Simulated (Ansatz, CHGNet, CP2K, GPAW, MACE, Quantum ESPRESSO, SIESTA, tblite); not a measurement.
**Random packing of Sn (61 atoms), the built cell with every atom moved at random**

The starting structure: 61 atoms (61 Sn) packed at random in a cube at 7.11 g/cm³ and pushed apart as soft spheres; a start for melting by ab initio MD, not an equilibrated structure. Then every atom was moved at random, 0.05 Å r.m.s. a Cartesian component.

This is the built cell with every atom moved at random. Method: Kohn-Sham DFT, PBE, PAW, plane waves (Ansatz 0.2.0); cutoff 420 eV, Γ point, fermi-dirac smearing of 0.05 eV; density 7.11 g/cm³.

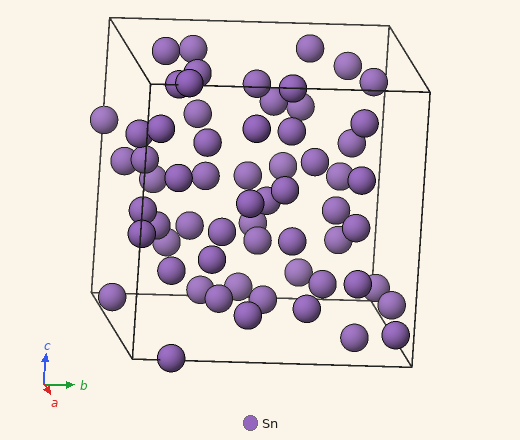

The structure (tin purple). Some periodic images of atoms are drawn too.

Extended XYZ; positions in Å, forces in eV/Å, q the Löwdin charge in e:

```xyz
61
Lattice="11.914 0.000 0.000 0.000 11.914 0.000 0.000 0.000 11.914" Properties=species:S:1:pos:R:3:charge:R:1:forces:R:3 pbc="T T T"
Sn 11.627 1.693 0.022 0.03 -1.018 -0.917 1.700
Sn 5.331 0.032 1.098 0.04 0.986 -0.414 0.708
Sn 9.605 6.442 11.356 0.01 -1.505 1.162 -1.766
Sn 3.112 4.125 0.997 0.03 0.748 0.943 1.564
Sn 7.430 6.866 8.985 0.01 1.482 0.783 0.039
Sn 3.799 6.304 3.364 0.00 -1.380 0.777 1.019
Sn 4.738 3.759 6.313 0.04 0.091 0.519 1.319
Sn 2.201 0.680 6.252 0.02 2.223 1.165 -0.715
Sn 8.683 1.739 11.174 0.05 -1.051 0.217 1.671
Sn 5.376 1.707 4.262 0.05 -1.247 -0.626 -2.029
Sn 2.602 9.934 3.205 0.09 0.620 -0.378 -0.361
Sn 4.034 10.002 7.744 0.10 -1.681 2.117 1.967
Sn 4.074 10.758 10.426 -0.02 0.130 0.391 0.914
Sn 1.320 8.156 8.619 0.06 0.079 -0.861 -1.127
Sn 1.025 6.059 0.684 0.07 0.491 -1.978 -2.188
Sn 7.239 0.429 8.646 0.02 -0.487 -1.453 0.486
Sn 6.143 2.899 11.074 0.07 0.249 -0.424 -0.390
Sn 0.055 0.042 7.494 0.10 -0.840 -1.204 1.010
Sn 10.574 0.783 9.675 0.07 0.256 -1.594 -1.287
Sn 11.165 4.763 9.936 0.07 -0.316 0.128 -1.489
Sn 5.702 8.217 7.279 0.03 2.563 -1.506 2.038
Sn 7.241 4.210 4.506 0.06 0.081 0.116 0.850
Sn 8.146 9.758 5.055 0.03 0.342 1.457 0.487
Sn 0.390 2.987 2.368 0.04 1.988 -0.399 -1.026
Sn 3.660 1.897 11.409 0.04 0.169 -1.849 -1.338
Sn 1.345 3.424 10.978 0.03 0.535 1.183 -1.374
Sn 11.108 9.510 3.331 0.04 -1.489 1.119 3.900
Sn 3.653 6.631 9.358 -0.01 -0.758 -0.504 -1.497
Sn 2.454 11.682 1.142 0.05 1.274 0.898 -0.780
Sn 5.781 5.514 10.609 0.09 -0.068 0.142 -0.255
Sn 4.888 1.103 6.983 0.07 0.043 -0.862 1.968
Sn 7.579 0.730 5.410 0.05 0.327 -2.022 1.039
Sn 9.842 7.614 1.905 0.02 -2.163 1.595 0.182
Sn 7.944 2.054 2.933 0.04 0.407 -2.049 -2.684
Sn 2.403 3.629 8.435 0.03 0.403 0.566 -0.853
Sn 10.453 9.489 7.663 0.04 0.384 -0.518 -1.332
Sn 4.864 9.386 5.014 0.07 0.412 0.559 -2.468
Sn 10.337 0.303 5.053 0.05 0.159 -1.823 -1.086
Sn 0.417 10.202 10.224 0.06 -0.092 0.902 0.949
Sn 11.391 4.661 6.745 -0.02 0.711 -0.593 0.395
Sn 3.337 3.445 3.816 0.03 -1.704 0.099 -0.534
Sn 5.124 6.482 1.129 0.01 0.171 1.889 -0.749
Sn 7.554 10.091 0.169 0.07 -0.013 1.356 -0.316
Sn 2.369 5.938 5.823 0.09 -0.645 -0.320 1.178
Sn 2.127 9.910 5.840 0.03 -1.673 -1.047 0.243
Sn 0.482 6.593 3.331 0.07 0.679 -1.201 0.984
Sn 0.320 2.256 5.070 0.07 1.917 0.438 0.602
Sn 2.547 8.199 11.435 0.04 2.360 0.169 -1.262
Sn 9.389 1.865 7.290 0.01 1.445 0.939 -0.377
Sn 10.094 3.401 3.972 0.09 -1.306 1.633 0.908
Sn 8.762 9.725 9.737 0.03 -0.469 -0.139 0.059
Sn 0.709 8.641 1.301 0.08 0.543 0.058 -0.577
Sn 0.123 7.772 5.736 0.02 -0.685 0.644 1.274
Sn 9.273 6.445 6.866 0.06 -0.200 0.405 -0.122
Sn 6.712 8.719 2.252 0.02 -0.776 -0.185 1.192
Sn 10.375 5.039 1.670 0.04 -0.917 -2.432 0.321
Sn 5.679 6.277 5.540 0.10 -1.131 -0.310 -0.295
Sn 7.971 7.108 4.356 0.06 1.478 -0.771 -0.839
Sn 7.455 3.310 8.401 0.05 -1.084 2.080 0.506
Sn 6.769 4.339 1.506 0.03 1.248 -0.251 0.668
Sn 11.804 11.152 1.341 0.05 -2.296 2.182 -1.021
```

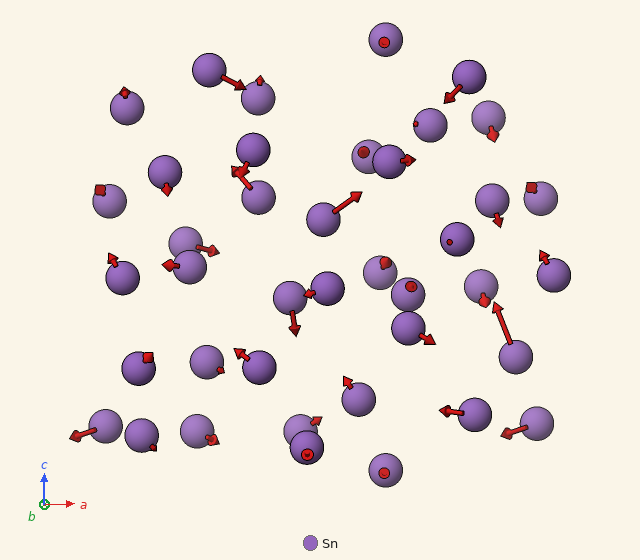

The forces as arrows, the longest 4.32 eV/Å. Drawn is a slice 7 Å thick, seen along the normal of the ac plane.

Only the Γ point is sampled, in a cell whose shortest periodic width is 12 Å, which is coarse for a cell with partly filled levels. Among metals, projection charges depend strongly on the orbitals used. The Löwdin charges lack the electrons that the projection spills, 0.045 e an atom on average.

The r.m.s. force component is 1.18 eV/Å; the longest force, 4.32 eV/Å, acts on Sn27.

[Logs are printed without paths, hosts, clocks, repeated set-up lines and the standing remarks that a program may print on its own settings, such as how far it seeks lower states.]

[Hosts, paths, dates, database ids (printed as entryN), source tags and the programs' standing remarks are cut or masked in the printed files.]
